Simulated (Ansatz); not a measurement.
# CsAsF6 (R-3): the host for defect calculations

Aim: the runs on the perfect crystal CsAsF6 (R-3) that a defect calculation needs first.

Program: Ansatz 0.2.0. Level of theory: plane-wave PAW DFT, PBEsol; relaxation of the defect-free supercell from its symmetric sites, in the first sound run; inputs show where later runs differ. Results are calculated unless marked as measured.

## (1) The starting structure

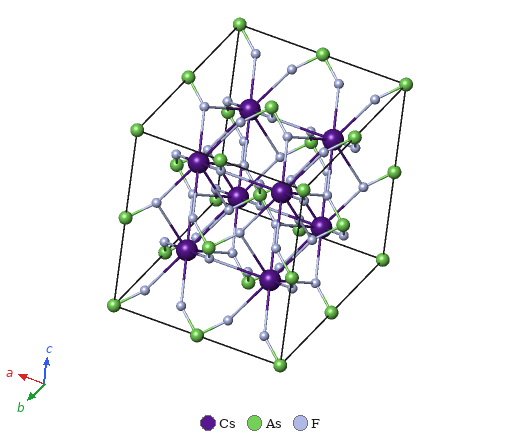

The starting structure, seen from a free direction (caesium purple, arsenic green, fluorine light blue). Bonds to atoms that aren't drawn are left out. Some periodic images of atoms are drawn too.

The cell holds 64 atoms: 8 Cs, 8 As and 48 F. Cell: a = 10.462 Å, b = 10.462 Å, c = 10.462 Å, α = 96.8°, β = 96.8°, γ = 96.8°.

## (2) Defect free supercell relaxed from its symmetric sites

This cell, the one that will hold the defects, is built from the relaxed host. Its coarser k-points can move the atoms a little, so it is relaxed from the symmetric sites, as the reference for the test of stability.

Input file pristine.symmetric/input.yaml:

```yaml
crystal:
  lattice:
    - [7.8231630268, 4.5167052794, 5.2775847752]
    - [-7.8231630268, 4.5167052794, 5.2775847752]
    - [0.0, -9.0334105588, 5.2775847752]
  atoms:
    - { symbol: Cs, position: [0.25, 0.25, 0.25] }
    - { symbol: As, position: [0.0, 0.0, 0.0] }
    - { symbol: F, position: [0.0986979491, 0.1335228756, 0.46125413] }
    - { symbol: F, position: [0.1335228756, 0.46125413, 0.0986979491] }
    - { symbol: F, position: [0.03874587, 0.4013020509, 0.3664771244] }
    - { symbol: F, position: [0.3664771244, 0.03874587, 0.4013020509] }
    - { symbol: F, position: [0.4013020509, 0.3664771244, 0.03874587] }
    - { symbol: F, position: [0.46125413, 0.0986979491, 0.1335228756] }
    - { symbol: Cs, position: [0.25, 0.25, 0.75] }
    - { symbol: As, position: [0.0, 0.0, 0.5] }
    - { symbol: F, position: [0.0986979491, 0.1335228756, 0.96125413] }
    - { symbol: F, position: [0.1335228756, 0.46125413, 0.5986979491] }
    - { symbol: F, position: [0.03874587, 0.4013020509, 0.8664771244] }
    - { symbol: F, position: [0.3664771244, 0.03874587, 0.9013020509] }
    - { symbol: F, position: [0.4013020509, 0.3664771244, 0.53874587] }
    - { symbol: F, position: [0.46125413, 0.0986979491, 0.6335228756] }
    - { symbol: Cs, position: [0.25, 0.75, 0.25] }
    - { symbol: As, position: [0.0, 0.5, 0.0] }
    - { symbol: F, position: [0.0986979491, 0.6335228756, 0.46125413] }
    - { symbol: F, position: [0.1335228756, 0.96125413, 0.0986979491] }
    - { symbol: F, position: [0.03874587, 0.9013020509, 0.3664771244] }
    - { symbol: F, position: [0.3664771244, 0.53874587, 0.4013020509] }
    - { symbol: F, position: [0.4013020509, 0.8664771244, 0.03874587] }
    - { symbol: F, position: [0.46125413, 0.5986979491, 0.1335228756] }
    - { symbol: Cs, position: [0.25, 0.75, 0.75] }
    - { symbol: As, position: [0.0, 0.5, 0.5] }
    - { symbol: F, position: [0.0986979491, 0.6335228756, 0.96125413] }
    - { symbol: F, position: [0.1335228756, 0.96125413, 0.5986979491] }
    - { symbol: F, position: [0.03874587, 0.9013020509, 0.8664771244] }
    - { symbol: F, position: [0.3664771244, 0.53874587, 0.9013020509] }
    - { symbol: F, position: [0.4013020509, 0.8664771244, 0.53874587] }
    - { symbol: F, position: [0.46125413, 0.5986979491, 0.6335228756] }
    - { symbol: Cs, position: [0.75, 0.25, 0.25] }
    - { symbol: As, position: [0.5, 0.0, 0.0] }
    - { symbol: F, position: [0.5986979491, 0.1335228756, 0.46125413] }
    - { symbol: F, position: [0.6335228756, 0.46125413, 0.0986979491] }
    - { symbol: F, position: [0.53874587, 0.4013020509, 0.3664771244] }
    - { symbol: F, position: [0.8664771244, 0.03874587, 0.4013020509] }
    - { symbol: F, position: [0.9013020509, 0.3664771244, 0.03874587] }
    - { symbol: F, position: [0.96125413, 0.0986979491, 0.1335228756] }
    - { symbol: Cs, position: [0.75, 0.25, 0.75] }
    - { symbol: As, position: [0.5, 0.0, 0.5] }
    - { symbol: F, position: [0.5986979491, 0.1335228756, 0.96125413] }
    - { symbol: F, position: [0.6335228756, 0.46125413, 0.5986979491] }
    - { symbol: F, position: [0.53874587, 0.4013020509, 0.8664771244] }
    - { symbol: F, position: [0.8664771244, 0.03874587, 0.9013020509] }
    - { symbol: F, position: [0.9013020509, 0.3664771244, 0.53874587] }
    - { symbol: F, position: [0.96125413, 0.0986979491, 0.6335228756] }
    - { symbol: Cs, position: [0.75, 0.75, 0.25] }
    - { symbol: As, position: [0.5, 0.5, 0.0] }
    - { symbol: F, position: [0.5986979491, 0.6335228756, 0.46125413] }
    - { symbol: F, position: [0.6335228756, 0.96125413, 0.0986979491] }
    - { symbol: F, position: [0.53874587, 0.9013020509, 0.3664771244] }
    - { symbol: F, position: [0.8664771244, 0.53874587, 0.4013020509] }
    - { symbol: F, position: [0.9013020509, 0.8664771244, 0.03874587] }
    - { symbol: F, position: [0.96125413, 0.5986979491, 0.1335228756] }
    - { symbol: Cs, position: [0.75, 0.75, 0.75] }
    - { symbol: As, position: [0.5, 0.5, 0.5] }
    - { symbol: F, position: [0.5986979491, 0.6335228756, 0.96125413] }
    - { symbol: F, position: [0.6335228756, 0.96125413, 0.5986979491] }
    - { symbol: F, position: [0.53874587, 0.9013020509, 0.8664771244] }
    - { symbol: F, position: [0.8664771244, 0.53874587, 0.9013020509] }
    - { symbol: F, position: [0.9013020509, 0.8664771244, 0.53874587] }
    - { symbol: F, position: [0.96125413, 0.5986979491, 0.6335228756] }
basis:
  ecutwfc: 420
  xc_grid: 2
hamiltonian:
  xc: pbesol
kpoints:
  mp_grid: { grid: [1, 1, 1], shift: [0.25, 0.25, 0.25] }
scf:
  occupations: { method: fermi_dirac, width: 0.01 }
  max_iter: 80
output:
  forces: true
relax:
  f_tol: 0.01
  max_steps: 60
  escape_saddle: false
checkpoint:
  write: "../pristine.symmetric.run"
  compress: false
  write_wavefunctions: false
  write_every: 100000
```

On the command line:

```sh
$ ansatz run input.yaml --threads 4 --pin off --max-ram 14131MiB --backend cpu --events-out ev --progress --plain --runs-dir out
```

Numbers of over 12 decimals in the logs are rounded to 6 here.

Log:

```text
[... repeated set-up lines and file paths are left out, and long positions are rounded to six places ...]
Engine: ansatz 0.2.0, aarch64-unknown-linux-gnu
Pseudopotentials: kind: paw
Pseudopotential: Cs, paw, valence charge 9, recommended cutoff 420 eV (normal), Cs.paw.azcp
Pseudopotential: As, paw, valence charge 15, recommended cutoff 420 eV (normal), As.paw.azcp
Pseudopotential: F, paw, valence charge 7, recommended cutoff 420 eV (normal), F.paw.azcp
Functional definition: PBEsol
  exchange = pbesol_x
  correlation = pbesol_c
Crystal: 64 atoms, lattice volume = 1118.898 Å³
Basis set: ecut = 420 eV, 21941 PW (Γ), exchange–correlation on 144×144×144 points (8 copies of the dense FFT grid, shifted against one another)
Bands: 328, of which v1, the nominal top of the filled ones, is band 264 counted from 1 (263 counted from 0)
Symmetry: 48 space group operations
Space group: R-3 (ITA 148), of the structure as read, at distance tolerance 1.0e-4 Å
k-points: 1
Non-local potential: Cs, projectors of the file, l = 0: 3, l = 1: 2, l = 2: 2, l = 3: 2
Non-local potential: As, projectors of the file, l = 0: 2, l = 1: 2, l = 2: 3, l = 3: 1
Non-local potential: F, projectors of the file, l = 0: 2, l = 1: 2, l = 2: 1
PAW form: soft (Blöchl's): semilocal exchange-correlation on the pseudo side does not see the compensation charge
PAW frozen core: Cs, regenerated for the run's functional, and the local potential with it (the file was generated under x = pbe(κ = 0.804, μ = 0.219515), c = pbe(β = 0.066725))
PAW frozen core: As, regenerated for the run's functional, and the local potential with it (the file was generated under x = pbe(κ = 0.804, μ = 0.219515), c = pbe(β = 0.066725))
PAW frozen core: F, regenerated for the run's functional, and the local potential with it (the file was generated under x = pbe(κ = 0.804, μ = 0.219515), c = pbe(β = 0.066725))
PAW one-centre angular grid: Cs, 194 points (default); XC on 64 Gauss nodes
PAW one-centre angular grid: As, 590 points (default); XC on 64 Gauss nodes
PAW one-centre angular grid: F, 110 points (default); XC on 64 Gauss nodes
Initial density: superposition of atomic densities (neutral atoms: chi_scale 0, normalization atom), corrected by the library's trained network
Initial wavefunctions: pseudopotential atomic-orbital guess
Functional: x = pbesol(κ = 0.804, μ = 0.123457), c = pbesol(β = 0.046)
SCF iter   1: F=—  HF=-121636.925745 eV  |F-HF|=—  |Δ(HF+E_count)|=         —  Δρ=1.06e-2  dr2=7.53e-1  ethr=1.77e-3  ⟨swp⟩=6.0  Hψ=1376  notcnv=0  defer=27
preconditioner: auto → Resta (q_TF=auto, 2.407 Å⁻¹)  ε∞=2.9  [insulator: Δε(μ)=5.768 eV  Ē_g=17.058 eV  σ=0.010 eV  W_gap=1.00  n_scr=244 (ndim 8)  ℏωp=23.5 eV  f_vac=0.229  D(μ)=0.00/eV (n_scr^D=0)  ε∞_Penn≈2.9]
SCF iter   2: F=—  HF=-121636.691437 eV  |F-HF|=—  |Δ(HF+E_count)|=   2.34e-1  Δρ=1.39e-3  dr2=7.53e-3  ethr=1.43e-4  ⟨swp⟩=2.0  Hψ=578  notcnv=0  defer=56
SCF iter   3: F=—  HF=-121636.690622 eV  |F-HF|=—  |Δ(HF+E_count)|=   8.15e-4  Δρ=5.31e-4  dr2=1.82e-3  ethr=1.43e-6  ⟨swp⟩=2.0  Hψ=544  notcnv=0  defer=56
SCF iter   4: F=—  HF=-121636.692277 eV  |F-HF|=—  |Δ(HF+E_count)|=   1.65e-3  Δρ=1.92e-4  dr2=2.81e-4  ethr=3.44e-7  ⟨swp⟩=2.0  Hψ=320  notcnv=0  defer=56
SCF iter   5: F=—  HF=-121636.692450 eV  |F-HF|=—  |Δ(HF+E_count)|=   1.73e-4  Δρ=3.31e-5  dr2=1.35e-5  ethr=5.33e-8  ⟨swp⟩=2.0  Hψ=492  notcnv=0  defer=56
SCF iter   6: F=-121636.692463 eV  HF=-121636.692463 eV  |F-HF|=2.72e-7  |Δ(HF+E_count)|=   1.31e-5  Δρ=5.48e-6  dr2=3.58e-7  ethr=4.73e-10  ⟨swp⟩=4.0  Hψ=992  notcnv=0
SCF 1 converged in 6 iterations: F = -121636.692463 eV  dr2 = 3.58e-7
  greatest PAW one-centre occupation: 1.000 electrons in one spin orbital (limit 2), on the As atom at site 57 (counted from 0), in its partial waves of l = 2
relax step   1: F+E_penalty+E_count = -121636.69246304 eV  Δ(F+E_penalty+E_count) = +0.000e0 eV  max|allowed force component| = 2.147e-3 eV/Å  Δτ_max = 0.0000 Å  (6 SCF iters, dr2 threshold 2.50e-6 eV, accepted)
Initial density: handed on by an earlier stage of this run
Initial wavefunctions: those handed on with the density
iter 1 solved again at ethr=6.78e-11 eV; its pass at ethr=3.10e-3 eV (dr2=3.58e-7 eV) is discarded
SCF iter   1: F=—  HF=-121636.692627 eV  |F-HF|=—  |Δ(HF+E_count)|=         —  Δρ=5.65e-6  dr2=3.56e-7  ethr=6.78e-11  ⟨swp⟩=1.0  Hψ=784  notcnv=0  defer=56
SCF iter   2: F=—  HF=-121636.692463 eV  |F-HF|=—  |Δ(HF+E_count)|=   1.64e-4  Δρ=2.90e-6  dr2=1.48e-7  ethr=6.75e-11  ⟨swp⟩=2.0  Hψ=536  notcnv=0  defer=56
SCF iter   3: F=-121636.692463 eV  HF=-121636.692463 eV  |F-HF|=2.29e-8  |Δ(HF+E_count)|=   1.65e-7  Δρ=1.53e-6  dr2=2.98e-8  ethr=1.89e-11  ⟨swp⟩=3.0  Hψ=819  notcnv=0
SCF 2 converged in 3 iterations: F = -121636.692463 eV  dr2 = 2.98e-8
relax step   2: F+E_penalty+E_count = -121636.69246315 eV  Δ(F+E_penalty+E_count) = -1.048e-7 eV  max|allowed force component| = 2.184e-3 eV/Å  Δτ_max = 0.0000 Å  (3 SCF iters, accepted)
SCF converged after 3 iterations
Free energy (F): -121636.692463 eV
Harris-Foulkes:  -121636.692463 eV  (|F-HF|=2.29e-8)
Internal energy: -121636.692463 eV  (E = F + TS)
E sigma→0 (E₀):  -121636.692463 eV
Fermi energy:    3.023482 eV
--- Per-component energies (eV) ---
  E_band       = -5731.882287
  E_kinetic    = 11856.674424
  E_local      = -64403.197239  (includes V_loc(G=0)·N_el)
  E_nonlocal   = -1486.992428
  E_hartree    = 28196.057809
  E_xc         = -5758.533581
  E_vxc        = -6478.954384  (∫ρ·V_xc dr)
  E_paw        = -63584.974236  (= ΣΔE_a)
  E_vpaw       = -1611.637488  (= ΣTr[D̂ρ^β])
  E_aug_tail   = 0.097518  (compensation charges beyond the density's cutoff)
  E_ewald      = -26466.746687
  E_core_change = 10.921957  (= ΣΔE_core)
  E_smearing   = -0.000000  (= −TS)
  E_closure    = 0.000000  (closes the sum)
  Σ components = -121636.692463   (vs F -121636.692463, Δ=0.00e0)
--- Forces (eV/Å), atoms counted from 1 ---
  atom   1  Cs     0.00000000    -0.00000000    -0.00000000
  atom   2  As     0.00000000     0.00000000     0.00000000
  atom   3  F      0.00053722    -0.00218375    -0.00069547
  atom   4  F     -0.00215979     0.00062663    -0.00069547
  atom   5  F     -0.00162257    -0.00155712     0.00069547
  atom   6  F      0.00215979    -0.00062663     0.00069547
  atom   7  F     -0.00053722     0.00218375     0.00069547
  atom   8  F      0.00162257     0.00155712    -0.00069547
  atom   9  Cs     0.00000000    -0.00000000     0.00000000
  atom  10  As    -0.00000000     0.00000000    -0.00000000
  atom  11  F      0.00053722    -0.00218375    -0.00069547
  atom  12  F     -0.00215979     0.00062663    -0.00069547
  atom  13  F     -0.00162257    -0.00155712     0.00069547
  atom  14  F      0.00215979    -0.00062663     0.00069547
  atom  15  F     -0.00053722     0.00218375     0.00069547
  atom  16  F      0.00162257     0.00155712    -0.00069547
  atom  17  Cs     0.00000000    -0.00000000     0.00000000
  atom  18  As    -0.00000000     0.00000000     0.00000000
  atom  19  F      0.00053722    -0.00218375    -0.00069547
  atom  20  F     -0.00215979     0.00062663    -0.00069547
  atom  21  F     -0.00162257    -0.00155712     0.00069547
  atom  22  F      0.00215979    -0.00062663     0.00069547
  atom  23  F     -0.00053722     0.00218375     0.00069547
  atom  24  F      0.00162257     0.00155712    -0.00069547
  atom  25  Cs     0.00000000    -0.00000000    -0.00000000
  atom  26  As     0.00000000     0.00000000     0.00000000
  atom  27  F      0.00053722    -0.00218375    -0.00069547
  atom  28  F     -0.00215979     0.00062663    -0.00069547
  atom  29  F     -0.00162257    -0.00155712     0.00069547
  atom  30  F      0.00215979    -0.00062663     0.00069547
  atom  31  F     -0.00053722     0.00218375     0.00069547
  atom  32  F      0.00162257     0.00155712    -0.00069547
  atom  33  Cs     0.00000000    -0.00000000     0.00000000
  atom  34  As     0.00000000    -0.00000000    -0.00000000
  atom  35  F      0.00053722    -0.00218375    -0.00069547
  atom  36  F     -0.00215979     0.00062663    -0.00069547
  atom  37  F     -0.00162257    -0.00155712     0.00069547
  atom  38  F      0.00215979    -0.00062663     0.00069547
  atom  39  F     -0.00053722     0.00218375     0.00069547
  atom  40  F      0.00162257     0.00155712    -0.00069547
  atom  41  Cs     0.00000000    -0.00000000     0.00000000
  atom  42  As     0.00000000    -0.00000000    -0.00000000
  atom  43  F      0.00053722    -0.00218375    -0.00069547
  atom  44  F     -0.00215979     0.00062663    -0.00069547
  atom  45  F     -0.00162257    -0.00155712     0.00069547
  atom  46  F      0.00215979    -0.00062663     0.00069547
  atom  47  F     -0.00053722     0.00218375     0.00069547
  atom  48  F      0.00162257     0.00155712    -0.00069547
  atom  49  Cs     0.00000000    -0.00000000     0.00000000
  atom  50  As     0.00000000     0.00000000     0.00000000
  atom  51  F      0.00053722    -0.00218375    -0.00069547
  atom  52  F     -0.00215979     0.00062663    -0.00069547
  atom  53  F     -0.00162257    -0.00155712     0.00069547
  atom  54  F      0.00215979    -0.00062663     0.00069547
  atom  55  F     -0.00053722     0.00218375     0.00069547
  atom  56  F      0.00162257     0.00155712    -0.00069547
  atom  57  Cs     0.00000000    -0.00000000     0.00000000
  atom  58  As    -0.00000000     0.00000000    -0.00000000
  atom  59  F      0.00053722    -0.00218375    -0.00069547
  atom  60  F     -0.00215979     0.00062663    -0.00069547
  atom  61  F     -0.00162257    -0.00155712     0.00069547
  atom  62  F      0.00215979    -0.00062663     0.00069547
  atom  63  F     -0.00053722     0.00218375     0.00069547
  atom  64  F      0.00162257     0.00155712    -0.00069547
  max |Σ_I F_I| component: 9.76e-18 eV/Å
--- Relaxed structure (2 steps of the walk, 2 accepted, 0 SCFs on fresh bases) ---
  F+E_penalty+E_count = -121636.69246315 eV   max|allowed force component| = 2.184e-3 eV/Å
  atoms:
    - { symbol: Cs, position: [0.250000, 0.250000, 0.250000] }
    - { symbol: As, position: [0.0, 0.0, 0.0] }
    - { symbol: F, position: [0.098698, 0.133523, 0.461254] }
    - { symbol: F, position: [0.133523, 0.46125413, 0.098698] }
    - { symbol: F, position: [0.038746, 0.401302, 0.3664771244] }
    - { symbol: F, position: [0.3664771244, 0.038746, 0.401302] }
    - { symbol: F, position: [0.4013020509, 0.3664771244, 0.038746] }
    - { symbol: F, position: [0.461254, 0.098698, 0.133523] }
    - { symbol: Cs, position: [0.25, 0.25, 0.75] }
    - { symbol: As, position: [-2.7755575615628914e-17, -2.7755575615628914e-17, 0.5] }
    - { symbol: F, position: [0.098698, 0.133523, 0.961254] }
    - { symbol: F, position: [0.133523, 0.461254, 0.5986979491] }
    - { symbol: F, position: [0.038746, 0.401302, 0.8664771244] }
    - { symbol: F, position: [0.366477, 0.038746, 0.9013020509] }
    - { symbol: F, position: [0.4013020509, 0.3664771244, 0.53874587] }
    - { symbol: F, position: [0.46125413, 0.098698, 0.6335228756] }
    - { symbol: Cs, position: [0.25, 0.75, 0.25] }
    - { symbol: As, position: [-5.551115123125783e-17, 0.5, -2.7755575615628914e-17] }
    - { symbol: F, position: [0.098698, 0.6335228756, 0.461254] }
    - { symbol: F, position: [0.133523, 0.961254, 0.098698] }
    - { symbol: F, position: [0.038746, 0.901302, 0.3664771244] }
    - { symbol: F, position: [0.366477, 0.53874587, 0.4013020509] }
    - { symbol: F, position: [0.401302, 0.8664771244, 0.038746] }
    - { symbol: F, position: [0.461254, 0.5986979491, 0.133523] }
    - { symbol: Cs, position: [0.250000, 0.750000, 0.75] }
    - { symbol: As, position: [-5.551115123125783e-17, 0.5, 0.5] }
    - { symbol: F, position: [0.098698, 0.6335228756, 0.96125413] }
    - { symbol: F, position: [0.133523, 0.961254, 0.5986979491] }
    - { symbol: F, position: [0.038746, 0.901302, 0.8664771244] }
    - { symbol: F, position: [0.366477, 0.53874587, 0.901302] }
    - { symbol: F, position: [0.401302, 0.8664771244, 0.538746] }
    - { symbol: F, position: [0.461254, 0.598698, 0.6335228756] }
    - { symbol: Cs, position: [0.75, 0.25, 0.25] }
    - { symbol: As, position: [0.5, -5.551115123125783e-17, -2.7755575615628914e-17] }
    - { symbol: F, position: [0.5986979491, 0.133523, 0.461254] }
    - { symbol: F, position: [0.6335228756, 0.461254, 0.098698] }
    - { symbol: F, position: [0.538746, 0.4013020509, 0.366477] }
    - { symbol: F, position: [0.8664771244, 0.038746, 0.4013020509] }
    - { symbol: F, position: [0.9013020509, 0.3664771244, 0.038746] }
    - { symbol: F, position: [0.961254, 0.098698, 0.133523] }
    - { symbol: Cs, position: [0.750000, 0.250000, 0.75] }
    - { symbol: As, position: [0.5, -5.551115123125783e-17, 0.5] }
    - { symbol: F, position: [0.5986979491, 0.133523, 0.961254] }
    - { symbol: F, position: [0.6335228756, 0.461254, 0.598698] }
    - { symbol: F, position: [0.538746, 0.4013020509, 0.866477] }
    - { symbol: F, position: [0.8664771244, 0.038746, 0.901302] }
    - { symbol: F, position: [0.901302, 0.3664771244, 0.53874587] }
    - { symbol: F, position: [0.96125413, 0.098698, 0.6335228756] }
    - { symbol: Cs, position: [0.75, 0.75, 0.250000] }
    - { symbol: As, position: [0.5, 0.5, -5.551115123125783e-17] }
    - { symbol: F, position: [0.598698, 0.6335228756, 0.461254] }
    - { symbol: F, position: [0.633523, 0.96125413, 0.098698] }
    - { symbol: F, position: [0.538746, 0.9013020509, 0.3664771244] }
    - { symbol: F, position: [0.8664771244, 0.538746, 0.401302] }
    - { symbol: F, position: [0.9013020509, 0.8664771244, 0.038746] }
    - { symbol: F, position: [0.96125413, 0.598698, 0.133523] }
    - { symbol: Cs, position: [0.75, 0.75, 0.75] }
    - { symbol: As, position: [0.500000, 0.500000, 0.500000] }
    - { symbol: F, position: [0.5986979491, 0.6335228756, 0.961254] }
    - { symbol: F, position: [0.6335228756, 0.961254, 0.598698] }
    - { symbol: F, position: [0.53874587, 0.9013020509, 0.8664771244] }
    - { symbol: F, position: [0.866477, 0.53874587, 0.901302] }
    - { symbol: F, position: [0.9013020509, 0.8664771244, 0.538746] }
    - { symbol: F, position: [0.961254, 0.5986979491, 0.6335228756] }
```

Wall time 12 s (4 threads of Arm Neoverse V1, shared host); peak memory 2 GiB; 44 s of CPU time.

Hardly anything moved in the relaxation; the energy changed by under 0.2 meV an atom.

(Continued in part 2 of 2.)

[Logs are printed without paths, hosts, clocks, repeated set-up lines and the standing remarks that a program may print on its own settings, such as how far it seeks lower states.]

[Hosts, paths, dates, database ids (printed as entryN), source tags and the programs' standing remarks are cut or masked in the printed files.]

[Runs of the host that timed out are not shown.]

[For some hosts the program warned that the k-mesh of the response run may be too coarse for force constants and the static dielectric constant; such warnings are not always shown.]
